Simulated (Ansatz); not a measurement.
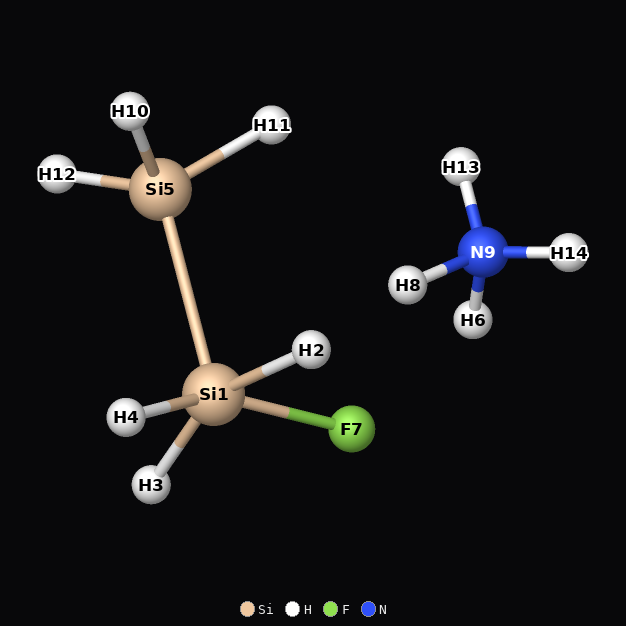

Sticks follow a distance rule. Harmonic vibrations computed with RKS PBE0-D4/def2-TZVP (Ansatz 0.2.0) at a stationary point of the same level.

Minimum or transition state?

Answer. A first-order saddle point: one imaginary frequency, 361i cm⁻¹.

How many vibrational modes are there, and where do they lie?

Answer. 36 modes: 361i, 73, 107, 118, 195, 236, 294, 368, 380, 411, 452, 513, 584, 605, 795, 858, 917, 943, 950, 1110, 1241, 1287, 1436, 1493, 1562, 1644, 1683, 2025, 2096, 2099, 2192, 2209, 2280, 3267, 3523, 3613 cm⁻¹.
